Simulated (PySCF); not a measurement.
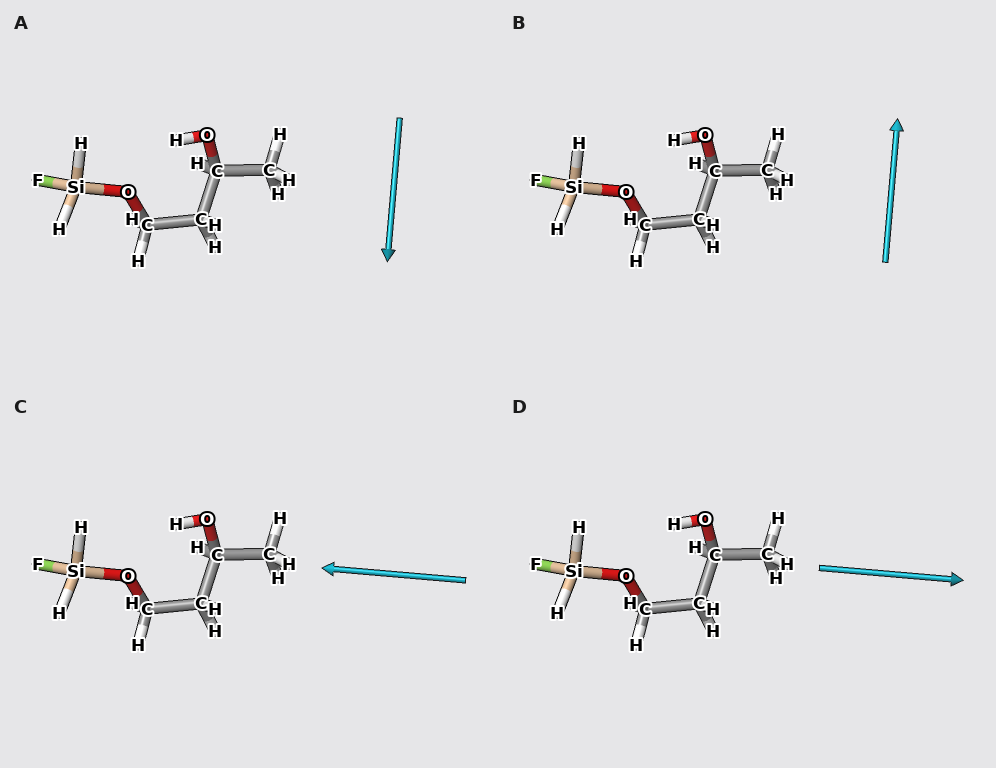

The same molecule four times, each with an arrow. Computed geometry: GFN2-xTB optimisation. No frequency run is at hand to confirm it as a minimum. Properties computed with PBE0/pcSseg-1, gas phase (PySCF 2.14.0).

Question: Which arrow points along the dipole moment, from the negative to the positive end?

Answer: A. The dipole moment is 2.58 D.

The geometry is semi-empirical. Around Si such bond lengths and angles can be off by a tenth of an ångström or more and by several degrees, and values that hang on the shape move with them.
